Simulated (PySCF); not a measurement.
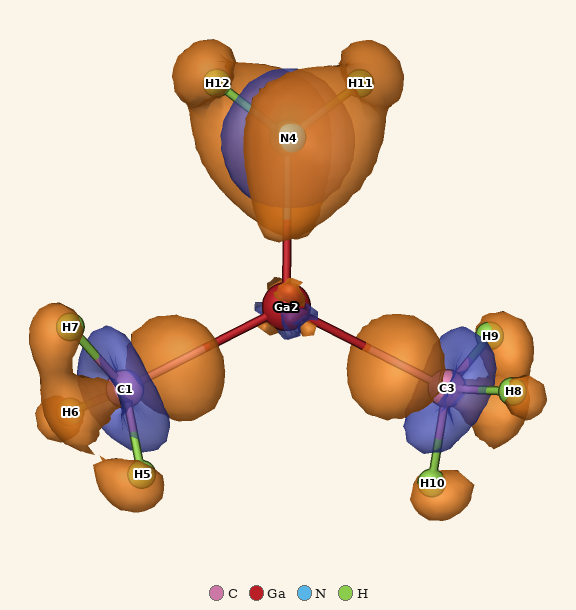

Figure 1: C$_{2}$H$_{8}$GaN, SMILES `C[Ga](C)N`. Fukui function f⁻ = ρ(N) − ρ(N−1) at fixed geometry, surfaces at ±0.03 e/Å³ (orange positive, blue negative).

Level of theory: B3LYP/def2-SVPD (PySCF), at a geometry from GFN2-xTB. No frequency check shows the geometry to be a minimum. GFN2-xTB bond lengths at metals and heavier atoms can be off by up to 0.1 Å and shapes distorted, which carries into these values.

The calculation's input:

```python
import numpy as np
from pyscf import gto, scf, dft
from pyscf.scf import atom_ks, atom_hf
from scipy.linalg import block_diag

def solve(mol, dm0=None, hcore=None):
    mf = (dft.UKS if mol.spin else dft.RKS)(mol, xc='b3lyp')
    mf.grids.level = 3
    mf = mf.density_fit(auxbasis='def2-universal-jkfit')
    mf.conv_tol, mf.max_cycle = 1e-8, 80
    if hcore is not None:
        mf.get_hcore = lambda *args: hcore
    mf.kernel(dm0)
    if not mf.converged:
        mf = mf.newton().run(mf.mo_coeff, mf.mo_occ, max_cycle=30)
    assert mf.converged, 'SCF not converged'
    return mf

mol = gto.M(atom='''
C      1.83707    -0.88443     0.00028
Ga     0.00132    -0.01114    -0.00043
C     -1.82131    -0.91221     0.00050
N     -0.01874     1.81447     0.00023
H      1.84291    -1.79698    -0.60020
H      2.13525    -1.15566     1.01618
H      2.58676    -0.19852    -0.40052
H     -2.24267    -0.92723    -1.00784
H     -2.51497    -0.36530     0.64341
H     -1.76000    -1.94394     0.35351
H     -0.84687     2.39600     0.02862
H      0.79519     2.41557    -0.02626
''', basis='def2-svpd', charge=0, spin=0, verbose=4)
mf = solve(mol)
out = dict(e0=mf.e_tot, dm0=mf.make_rdm1(), c=mf.mo_coeff, occ=mf.mo_occ, eps=mf.mo_energy)
for name, dq, spin in [('cation', 1, 1), ('anion', -1, 1)]:
    ion = mol.copy().set(charge=mol.charge + dq, spin=spin).build()
    mi = solve(ion)
    if spin and dq > 0 and mol.nao < 130:
        c, _, stable, _ = mi.stability(return_status=True)
        if not stable:
            mi = solve(ion, mi.make_rdm1(c, mi.mo_occ))
    print(name, 'vertical energy change / eV', (mi.e_tot - mf.e_tot) * 27.211386)
    out.update({'e_' + name: mi.e_tot, 'dm_' + name: mi.make_rdm1(), 's2_' + name: mi.spin_square()[0], 'eps_' + name: mi.mo_energy, 'occ_' + name: mi.mo_occ})
# spherically averaged free atoms, for the promolecule
atm = atom_ks.get_atm_nrks(mol, xc='b3lyp')
pro = block_diag(*[(atm[a[0]][2] * atm[a[0]][3]) @ atm[a[0]][2].T for a in mol._atom])
np.savez('result.npz', pro=pro, **out)
```

Run with:

```sh
OMP_NUM_THREADS=1 python input.py
```

The run took 49 s on 1 thread of AMD EPYC 9R14 (Zen 4), with other jobs on the host, peak memory 0.8 GiB.

Partitions, critical points and surface values were worked out afterwards from this run's density.

### Which atoms respond most to the removal of an electron?

f⁻ (Hirshfeld-condensed) is largest on N4 (0.22) and Ga2 (0.17); the vertical ionisation energy is 9.20 eV (the stability of the cation's solution wasn't checked). Condensed values hint at sites of electrophilic attack but needn't mark the atom that reacts. Orbital relaxation makes it negative in places (0.18 e in all).

```
atom     f⁻  charge
  C1  +0.08   −0.23
 Ga2  +0.17   +0.45
  C3  +0.08   −0.23
  N4  +0.22   −0.33
  H5  +0.05   +0.03
  H6  +0.04   +0.03
  H7  +0.04   +0.03
  H8  +0.04   +0.03
  H9  +0.05   +0.03
 H10  +0.05   +0.03
 H11  +0.08   +0.09
 H12  +0.08   +0.09
```
